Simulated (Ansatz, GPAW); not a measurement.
# BaCoS3 (model structure): optical spectrum from first principles

Aim: the dielectric function of BaCoS3 (model structure), and the optical constants that follow from it. The structure is a model built here, which may or may not match a known phase. It was built so: All O replaced by S and Sr replaced by Ba in the Pm-3m structure of SrCoO3. The cell is first relaxed with Ansatz.

Calculated with GPAW 26.7.0; DFT, RPBE, plane-wave PAW (GPAW data sets), scalar-relativistic, RPA, optical limit.

### 1. The structure

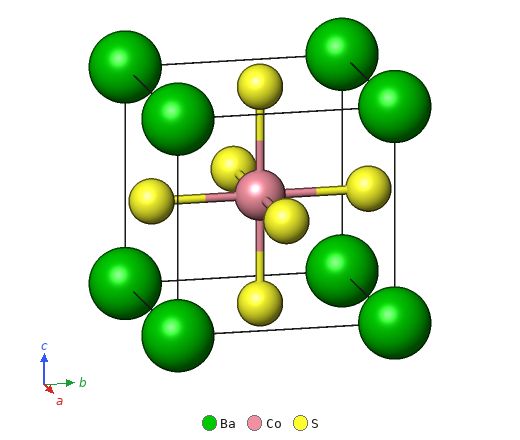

Start, viewed slightly off an axis; barium green, cobalt pink, sulfur yellow. Some periodic images of atoms are drawn too.

### 2. Relaxation

Spectra hang on bond lengths, so the cell is first brought to its minimum.

This step: DFT, RPBE, plane-wave PAW, default files, scalar-relativistic, relaxation (Ansatz 0.2.0).

Contents of input.yaml:

```yaml
crystal:
  lattice:
    - [4.7385404, 0.0, 0.0]
    - [0.0, 4.7385404, 0.0]
    - [0.0, 0.0, 4.7385404]
  atoms:
    - { symbol: Ba, position: [0.0, 0.0, 0.0] }
    - { symbol: Co, position: [0.5, 0.5, 0.5], spin: 2.0 }
    - { symbol: S, position: [0.5, 0.0, 0.5] }
    - { symbol: S, position: [0.0, 0.5, 0.5] }
    - { symbol: S, position: [0.5, 0.5, 0.0] }
magnetization:
  spin_polarized: true
kpoints:
  mp_grid: { grid: [5, 5, 5] }
scf:
  occupations: { method: fermi_dirac, width: 0.05 }
hamiltonian:
  xc: rpbe
output:
  forces: true
  stress: true
relax:
  f_tol: 0.02
  max_steps: 50
  cell: {}
```

Started as:

```bash
$ ansatz run input.yaml --threads 1 --pin off --max-ram 4096MiB --backend cpu --events-out ev --progress --plain --runs-dir out
```

Numbers of over 12 decimals in the logs are rounded to 6 here.

Log:

```text
Engine: ansatz 0.2.0, aarch64-unknown-linux-gnu
Pseudopotentials: kind: paw
Pseudopotential: Ba, paw, valence charge 10, recommended cutoff 420 eV (normal), Ba.paw.azcp
Pseudopotential: Co, paw, valence charge 17, recommended cutoff 420 eV (normal), Co.paw.azcp
Pseudopotential: S, paw, valence charge 6, recommended cutoff 420 eV (normal), S.paw.azcp
Functional definition: RPBE
  parameter kappa = 0.804
  parameter beta = 0.066725
  exchange = rpbe_x(kappa = kappa, mu = beta*pi^2/3)
  correlation = pbe_c(beta = beta)
Crystal: 5 atoms, lattice volume = 106.398 Å³
Basis set: ecut = 420 eV, 2103 PW (Γ), exchange–correlation on 64×64×64 points (8 copies of the dense FFT grid, shifted against one another)
Bands: 29, of which v1, the nominal top of the filled ones, is band 23 counted from 1 (22 counted from 0)
Symmetry: 48 space group operations
Space group: Pm-3m (ITA 221), of the structure as read, at distance tolerance 4.7e-5 Å
Magnetic group: BNS 221.92 (UNI 1594), of the structure as read, at distance tolerance 4.7e-5 Å
k-points: 10 of 125
Non-local potential: Ba, projectors of the file, l = 0: 3, l = 1: 2, l = 2: 2, l = 3: 2
Non-local potential: Co, projectors of the file, l = 0: 3, l = 1: 2, l = 2: 3, l = 3: 1
Non-local potential: S, projectors of the file, l = 0: 2, l = 1: 2, l = 2: 2
PAW form: soft (Blöchl's): semilocal exchange-correlation on the pseudo side does not see the compensation charge
PAW frozen core: Ba, regenerated for the run's functional, and the local potential with it (the file was generated under x = pbe(κ = 0.804, μ = 0.219515), c = pbe(β = 0.066725))
PAW frozen core: Co, regenerated for the run's functional, and the local potential with it (the file was generated under x = pbe(κ = 0.804, μ = 0.219515), c = pbe(β = 0.066725))
PAW frozen core: S, regenerated for the run's functional, and the local potential with it (the file was generated under x = pbe(κ = 0.804, μ = 0.219515), c = pbe(β = 0.066725))
PAW one-centre angular grid: Ba, 194 points (default); XC on 64 Gauss nodes
PAW one-centre angular grid: Co, 590 points (default); XC on 64 Gauss nodes
PAW one-centre angular grid: S, 110 points (default); XC on 64 Gauss nodes
Initial density: superposition of atomic densities (chi_scale 0.1, normalization cell, long waves kept (reshape's long-wave potential 0.00 eV rms))
Starting moments: Σ|m| = 2 μB on 1 of 5 sites
Initial wavefunctions: pseudopotential atomic-orbital guess
Functional: x = rpbe, c = pbe(β = 0.066725)
SCF iter   1: F=—  HF=-13811.760556 eV  |F-HF|=—  |Δ(HF+E_count)|=         —  Δρ=4.43e-2 (↑2.61e-2 ↓4.43e-2)  dr2=6.97e0  dr2_m=1.63e-1  M=2.216 μB ∫|m|=2.407 μB  β_m=0.30  ethr=3.10e-3  ⟨swp⟩=10.2  Hψ=3367  notcnv=0
Mixer restart at iter 1: flushing history
preconditioner: auto → Kerker (q_TF=auto, 2.364 Å⁻¹)  [metal: Δε(μ)=0.019 eV  Ē_g=8.829 eV  σ=0.050 eV  W_gap=0.09  n_scr=26 (ndim 8)  ℏωp=21.3 eV  f_vac=0.000  D(μ)=5.61/eV (n_scr^D=56)]
spin=Collinear: Kerker preconditioning applied to the charge; magnetization (m = ρ↑ − ρ↓) channel mixes plain (no charge-response kernel on spin).
SCF iter   2: F=—  HF=-13810.486321 eV  |F-HF|=—  |Δ(HF+E_count)|=    1.27e0  Δρ=1.69e-2 (↑1.69e-2 ↓1.26e-2)  dr2=2.05e0  dr2_m=5.72e-2  M=2.171 μB ∫|m|=2.355 μB  β_m=0.35  ethr=3.10e-3  ⟨swp⟩=3.0  Hψ=1138  notcnv=0  defer=8
SCF iter   3: F=—  HF=-13810.306702 eV  |F-HF|=—  |Δ(HF+E_count)|=   1.80e-1  Δρ=1.01e-2 (↑1.01e-2 ↓8.33e-3)  dr2=9.93e-1  dr2_m=1.09e-2  M=2.178 μB ∫|m|=2.358 μB  β_m=0.53  ethr=3.10e-3  ⟨swp⟩=3.2  Hψ=877  notcnv=0  defer=8
SCF iter   4: F=—  HF=-13810.306256 eV  |F-HF|=—  |Δ(HF+E_count)|=   4.46e-4  Δρ=1.68e-2 (↑3.39e-3 ↓1.68e-2)  dr2=3.74e-1  dr2_m=5.85e-2  M=2.253 μB ∫|m|=2.380 μB  β_m=0.42  ethr=2.21e-3  ⟨swp⟩=4.3  Hψ=1172  notcnv=0  defer=8
SCF iter   5: F=—  HF=-13810.406424 eV  |F-HF|=—  |Δ(HF+E_count)|=   1.00e-1  Δρ=8.91e-3 (↑8.91e-3 ↓4.30e-3)  dr2=5.23e-2  dr2_m=3.71e-2  M=2.236 μB ∫|m|=2.369 μB  β_m=0.71  ethr=8.31e-4  ⟨swp⟩=2.7  Hψ=1119  notcnv=0  defer=8
SCF iter   6: F=—  HF=-13810.438292 eV  |F-HF|=—  |Δ(HF+E_count)|=         —  Δρ=9.92e-3 (↑9.92e-3 ↓3.06e-3)  dr2=3.36e-2  dr2_m=4.04e-2  M=2.172 μB ∫|m|=2.269 μB  β_m=0.71  ethr=1.16e-4  ⟨swp⟩=3.2  Hψ=1264  notcnv=0  defer=8
Mixer restart at iter 6: flushing history
SCF iter   7: F=—  HF=-13810.441013 eV  |F-HF|=—  |Δ(HF+E_count)|=   2.72e-3  Δρ=8.06e-3 (↑1.16e-3 ↓8.06e-3)  dr2=3.93e-2  dr2_m=1.62e-2  M=2.164 μB ∫|m|=2.246 μB  β_m=0.76  ethr=7.46e-5  ⟨swp⟩=2.8  Hψ=1255  notcnv=0  defer=8
SCF iter   8: F=—  HF=-13810.442320 eV  |F-HF|=—  |Δ(HF+E_count)|=   1.31e-3  Δρ=5.56e-3 (↑5.56e-3 ↓3.99e-3)  dr2=5.58e-2  dr2_m=7.25e-4  M=2.171 μB ∫|m|=2.253 μB  β_m=0.63  ethr=7.46e-5  ⟨swp⟩=2.9  Hψ=1305  notcnv=0  defer=7
SCF iter   9: F=—  HF=-13810.435449 eV  |F-HF|=—  |Δ(HF+E_count)|=   6.87e-3  Δρ=6.84e-4 (↑1.18e-4 ↓6.84e-4)  dr2=5.75e-4  dr2_m=9.73e-5  M=2.167 μB ∫|m|=2.241 μB  β_m=0.81  ethr=7.46e-5  ⟨swp⟩=2.0  Hψ=1215  notcnv=0  defer=7
SCF iter  10: F=—  HF=-13810.435430 eV  |F-HF|=—  |Δ(HF+E_count)|=   1.88e-5  Δρ=1.11e-4 (↑1.11e-4 ↓8.76e-5)  dr2=2.49e-5  dr2_m=5.07e-7  M=2.167 μB ∫|m|=2.240 μB  β_m=0.85  ethr=1.28e-6  ⟨swp⟩=2.8  Hψ=1080  notcnv=0  defer=7
SCF iter  11: F=—  HF=-13810.435512 eV  |F-HF|=—  |Δ(HF+E_count)|=   8.15e-5  Δρ=7.90e-5 (↑2.95e-5 ↓7.90e-5)  dr2=8.22e-6  dr2_m=9.72e-7  M=2.167 μB ∫|m|=2.240 μB  β_m=0.92  ethr=5.54e-8  ⟨swp⟩=2.3  Hψ=1014  notcnv=0  defer=7
SCF iter  12: F=—  HF=-13810.435516 eV  |F-HF|=—  |Δ(HF+E_count)|=   4.49e-6  Δρ=2.18e-5 (↑9.05e-6 ↓2.18e-5)  dr2=1.09e-6  dr2_m=1.06e-7  M=2.167 μB ∫|m|=2.241 μB  β_m=0.96  ethr=1.83e-8  ⟨swp⟩=2.0  Hψ=1023  notcnv=0  defer=7
SCF iter  13: F=—  HF=-13810.435516 eV  |F-HF|=—  |Δ(HF+E_count)|=   2.28e-7  Δρ=1.53e-5 (↑5.77e-6 ↓1.53e-5)  dr2=4.16e-7  dr2_m=2.54e-8  M=2.167 μB ∫|m|=2.240 μB  β_m=0.98  ethr=2.42e-9  ⟨swp⟩=2.3  Hψ=1079  notcnv=0  defer=7
SCF iter  14: F=—  HF=-13810.435516 eV  |F-HF|=—  |Δ(HF+E_count)|=   5.08e-8  Δρ=1.67e-6 (↑1.49e-6 ↓1.67e-6)  dr2=3.17e-9  dr2_m=1.92e-9  M=2.167 μB ∫|m|=2.240 μB  β_m=0.99  ethr=9.25e-10  ⟨swp⟩=2.1  Hψ=822  notcnv=0  defer=7
SCF iter  15: F=-13810.435516 eV  HF=-13810.435516 eV  |F-HF|=1.02e-8  |Δ(HF+E_count)|=   3.39e-9  Δρ=2.72e-6 (↑8.24e-7 ↓2.72e-6)  dr2=1.18e-8  dr2_m=9.12e-10  M=2.167 μB ∫|m|=2.240 μB  ethr=7.05e-12  ⟨swp⟩=2.7  Hψ=1770  notcnv=0
SCF 1 converged in 15 iterations: F = -13810.435516 eV  dr2 = 1.18e-8
  greatest PAW one-centre occupation: 1.001 electrons in one spin orbital (limit 2), on the Co atom at site 1 (counted from 0), in its partial waves of l = 1
[...]
SCF iter   1: F=—  HF=-13810.435556 eV  |F-HF|=—  |Δ(HF+E_count)|=         —  Δρ=5.96e-5 (↑5.96e-5 ↓3.78e-5)  dr2=9.03e-6  dr2_m=2.59e-7  M=2.167 μB ∫|m|=2.240 μB  β_m=0.65  ethr=1.67e-8  ⟨swp⟩=2.7  Hψ=3058  notcnv=0
preconditioner: auto → Kerker (q_TF=auto, 2.019 Å⁻¹)  [metal: Δε(μ)=0.046 eV  Ē_g=9.090 eV  σ=0.050 eV  W_gap=0.23  n_scr=18 (ndim 8)  ℏωp=21.3 eV  f_vac=0.000  D(μ)=6.77/eV (n_scr^D=80)]
spin=Collinear: Kerker preconditioning applied to the charge; magnetization (m = ρ↑ − ρ↓) channel mixes plain (no charge-response kernel on spin).
SCF iter   2: F=—  HF=-13810.435554 eV  |F-HF|=—  |Δ(HF+E_count)|=   2.16e-6  Δρ=4.05e-5 (↑3.88e-5 ↓4.05e-5)  dr2=3.21e-6  dr2_m=3.26e-8  M=2.167 μB ∫|m|=2.240 μB  β_m=0.36  ethr=1.67e-8  ⟨swp⟩=2.0  Hψ=1041  notcnv=0
SCF iter   3: F=—  HF=-13810.435554 eV  |F-HF|=—  |Δ(HF+E_count)|=   4.20e-7  Δρ=1.60e-5 (↑1.36e-5 ↓1.60e-5)  dr2=7.06e-7  dr2_m=1.43e-7  M=2.167 μB ∫|m|=2.240 μB  β_m=0.67  ethr=7.13e-9  ⟨swp⟩=2.0  Hψ=1030  notcnv=0
SCF iter   4: F=—  HF=-13810.435555 eV  |F-HF|=—  |Δ(HF+E_count)|=   1.15e-6  Δρ=2.51e-5 (↑6.61e-6 ↓2.51e-5)  dr2=3.78e-7  dr2_m=2.31e-7  M=2.167 μB ∫|m|=2.240 μB  β_m=0.83  ethr=1.57e-9  ⟨swp⟩=2.1  Hψ=996  notcnv=0
SCF iter   5: F=—  HF=-13810.435556 eV  |F-HF|=—  |Δ(HF+E_count)|=   8.31e-7  Δρ=1.63e-5 (↑1.63e-5 ↓1.19e-5)  dr2=3.66e-7  dr2_m=5.10e-9  M=2.167 μB ∫|m|=2.240 μB  β_m=0.92  ethr=8.40e-10  ⟨swp⟩=2.6  Hψ=1172  notcnv=0
SCF iter   6: F=—  HF=-13810.435556 eV  |F-HF|=—  |Δ(HF+E_count)|=   8.58e-8  Δρ=5.37e-6 (↑5.37e-6 ↓2.01e-6)  dr2=1.37e-8  dr2_m=9.89e-9  M=2.167 μB ∫|m|=2.240 μB  β_m=0.90  ethr=8.13e-10  ⟨swp⟩=2.0  Hψ=893  notcnv=0
SCF iter   7: F=—  HF=-13810.435556 eV  |F-HF|=—  |Δ(HF+E_count)|=   1.03e-8  Δρ=1.62e-6 (↑1.23e-6 ↓1.62e-6)  dr2=2.50e-9  dr2_m=1.82e-9  M=2.167 μB ∫|m|=2.240 μB  β_m=0.95  ethr=3.04e-11  ⟨swp⟩=2.2  Hψ=1030  notcnv=0
SCF iter   8: F=-13810.435556 eV  HF=-13810.435556 eV  |F-HF|=6.08e-9  |Δ(HF+E_count)|=  3.29e-10  Δρ=2.28e-6 (↑2.08e-7 ↓2.28e-6)  dr2=7.07e-9  dr2_m=1.09e-9  M=2.167 μB ∫|m|=2.240 μB  ethr=5.56e-12  ⟨swp⟩=3.2  Hψ=1924  notcnv=0
SCF 2 converged in 8 iterations: F = -13810.435556 eV  dr2 = 7.07e-9
relax step   2: F+E_penalty+E_count = -13810.43555614 eV  Δ(F+E_penalty+E_count) = -3.974e-5 eV  max|allowed force component| = 4.365e-29 eV/Å  Δτ_max = 0.0000 Å  P = -0.021 GPa  Ω = 106.305 Å³  energy of the carried Pulay correction = +1.199e-5 eV  (8 SCF iters, dr2 threshold 1.38e-8 eV, accepted)
Initial wavefunctions: pseudopotential atomic-orbital guess (no wavefunctions were taken with the density)
iter 1 solved again at ethr=1.41e-7 eV; its pass at ethr=3.10e-3 eV (dr2=6.34e-5 eV) is discarded
SCF iter   1: F=—  HF=-13810.435549 eV  |F-HF|=—  |Δ(HF+E_count)|=         —  Δρ=3.97e-7 (↑3.97e-7 ↓3.64e-7)  dr2=1.38e-10  dr2_m=1.16e-10  M=2.167 μB ∫|m|=2.240 μB  β_m=0.65  ethr=1.41e-7  ⟨swp⟩=3.3  Hψ=4857  notcnv=0
eigensolver tolerance schedule: the retry pair's looser diagonalisation over-reported the residual by 459786.39 of it (diagonalisation noise at an unbounded share of the residual, at the tolerance the schedule requests for it); recorded, not acted on — ethr = c·dr2/N_el stays at c = 1.0e-1
preconditioner: auto → Kerker (q_TF=auto, 2.019 Å⁻¹)  [metal: Δε(μ)=0.046 eV  Ē_g=9.091 eV  σ=0.050 eV  W_gap=0.23  n_scr=18 (ndim 8)  ℏωp=21.3 eV  f_vac=0.000  D(μ)=6.76/eV (n_scr^D=80)]
spin=Collinear: Kerker preconditioning applied to the charge; magnetization (m = ρ↑ − ρ↓) channel mixes plain (no charge-response kernel on spin).
SCF iter   2: F=—  HF=-13810.435556 eV  |F-HF|=—  |Δ(HF+E_count)|=   6.99e-6  Δρ=1.87e-7 (↑8.50e-8 ↓1.87e-7)  dr2=5.62e-11  dr2_m=1.38e-11  M=2.167 μB ∫|m|=2.240 μB  β_m=0.63  ethr=1.00e-12  ⟨swp⟩=4.2  Hψ=1741  notcnv=0
SCF iter   3: F=—  HF=-13810.435556 eV  |F-HF|=—  |Δ(HF+E_count)|=  9.09e-12  Δρ=9.64e-8 (↑9.64e-8 ↓9.27e-8)  dr2=1.75e-11  dr2_m=7.48e-12  M=2.167 μB ∫|m|=2.240 μB  β_m=0.77  ethr=1.00e-12  ⟨swp⟩=1.1  Hψ=615  notcnv=0
SCF iter   4: F=—  HF=-13810.435556 eV  |F-HF|=—  |Δ(HF+E_count)|=  1.82e-12  Δρ=3.08e-8 (↑3.08e-8 ↓1.90e-8)  dr2=1.30e-12  dr2_m=9.27e-14  M=2.167 μB ∫|m|=2.240 μB  β_m=0.89  ethr=1.00e-12  ⟨swp⟩=1.1  Hψ=581  notcnv=0
SCF iter   5: F=—  HF=-13810.435556 eV  |F-HF|=—  |Δ(HF+E_count)|=  3.64e-12  Δρ=3.69e-8 (↑3.69e-8 ↓3.46e-8)  dr2=2.76e-12  dr2_m=2.26e-15  M=2.167 μB ∫|m|=2.240 μB  β_m=0.71  ethr=1.00e-12  ⟨swp⟩=1.2  Hψ=584  notcnv=0
SCF iter   6: F=-13810.435556 eV  HF=-13810.435556 eV  |F-HF|=3.64e-12  |Δ(HF+E_count)|=  5.46e-12  Δρ=2.52e-8 (↑6.41e-9 ↓2.52e-8)  dr2=7.09e-13  dr2_m=2.06e-13  M=2.167 μB ∫|m|=2.240 μB  ethr=1.00e-12  ⟨swp⟩=4.1  Hψ=1770  notcnv=0
SCF 3 converged in 6 iterations: F = -13810.435556 eV  dr2 = 7.09e-13
relax step   3: F+E_penalty+E_count = -13810.43555615 eV  Δ(F+E_penalty+E_count) = -5.803e-9 eV  max|allowed force component| = 3.355e-29 eV/Å  Δτ_max = 0.0000 Å  P = -0.021 GPa  Ω = 106.305 Å³  stress off target by 2.12e-2 GPa  SCF on the basis re-selected at this cell (its energy is not comparable with the rows above)  (6 SCF iters)
basis re-selected at this cell: Δ(F+E_penalty+E_count) = -5.803e-9 eV, ΔP = -0.000 GPa vs the last step (what re-selecting the basis moved, of the pressure what is left beyond the Pulay correction that the steps carried, after the strain that the cell walked since its last selection, with what the two solves' SCF thresholds leave and, on support functions, any second-order correction that the steps lacked; it is no m [...]
SCF converged after 6 iterations
Magnetization: 2.1672 μB (23.5836 up, 21.4164 down)
Absolute magnetization: 2.2389 μB (∫|ρ↑−ρ↓|, with the PAW one-centre terms)
Spin contamination: 0.0277 ħ² per cell (⟨S²⟩ above its minimum at these occupations)
Per-site moments (μB) at R_I (Å): [(0.018562, 1.381740), (1.283700, 0.977038), (0.187995, 0.977038), (0.187995, 0.977038), (0.187995, 0.977038)]
Free energy (F): -13810.435556 eV
Harris-Foulkes:  -13810.435556 eV  (|F-HF|=3.64e-12)
Internal energy: -13810.380447 eV  (E = F + TS)
E sigma→0 (E₀):  -13810.408002 eV
Entropy (-TS):   -0.055109 eV (-11.022 meV/atom)
Fermi energy:    8.480236 eV
--- Per-component energies (eV) ---
  E_band       = -410.697209
  E_kinetic    = 936.087498
  E_local      = -5200.713802  (includes V_loc(G=0)·N_el)
  E_nonlocal   = 598.010138
  E_hartree    = 2196.933852
  E_xc         = -617.761082
  E_vxc        = -600.387201  (∫ρ·V_xc dr)
  E_paw        = -8565.918731  (= ΣΔE_a)
  E_vpaw       = -537.561669  (= ΣTr[D̂ρ^β])
  E_aug_tail   = 0.000060  (compensation charges beyond the density's cutoff)
  E_ewald      = -3156.812408
  E_core_change = -0.205972  (= ΣΔE_core)
  E_smearing   = -0.055109  (= −TS)
  E_closure    = 0.000000  (closes the sum)
  Σ components = -13810.435556   (vs F -13810.435556, Δ=0.00e0)
--- Forces (eV/Å), atoms counted from 1 ---
  atom   1  Ba    -0.00000000    -0.00000000     0.00000000
  atom   2  Co     0.00000000     0.00000000     0.00000000
  atom   3  S     -0.00000000     0.00000000     0.00000000
  atom   4  S      0.00000000     0.00000000    -0.00000000
  atom   5  S     -0.00000000    -0.00000000     0.00000000
  max |Σ_I F_I| component: 4.26e-29 eV/Å
--- Stress (GPa, compression-positive) ---
       -0.021211       0.000000      -0.000000
        0.000000      -0.021211       0.000000
       -0.000000       0.000000      -0.021211
  P = ⅓ Tr σ = -0.0212 GPa (-0.212 kbar)
--- Relaxed structure (2 steps of the walk, 2 accepted, 1 SCFs on fresh bases) ---
  F+E_penalty+E_count = -13810.43555615 eV   max|allowed force component| = 3.355e-29 eV/Å   (the final SCF, on the basis selected at the relaxed cell)
  cell:  # Å, volume = 106.3047 Å³
    - [4.737154, 0, 0]
    - [0, 4.737154, 0]
    - [0, 0, 4.737154]
  atoms:
    - { symbol: Ba, position: [0, 0, 0] }
    - { symbol: Co, position: [0.5, 0.5, 0.5] }
    - { symbol: S, position: [0.5, 0, 0.5] }
    - { symbol: S, position: [0, 0.5, 0.5] }
    - { symbol: S, position: [0.5, 0.5, 0] }
```

Wall time 18 s (1 thread of Arm Neoverse V1, shared host); peak memory 0.4 GiB.

Little changed from the start: no atom moved by 0.005 Å and no cell edge by 0.1 %.

(Part 1 of 3 ends here.)

[Machine, clock and banner lines and Python warnings are left out of the logs.]

[Logs are printed without paths, hosts, clocks, repeated set-up lines and the standing remarks that a program may print on its own settings, such as how far it seeks lower states.]

[Hosts, paths, dates, database ids (printed as entryN), source tags and the programs' standing remarks are cut or masked in the printed files.]
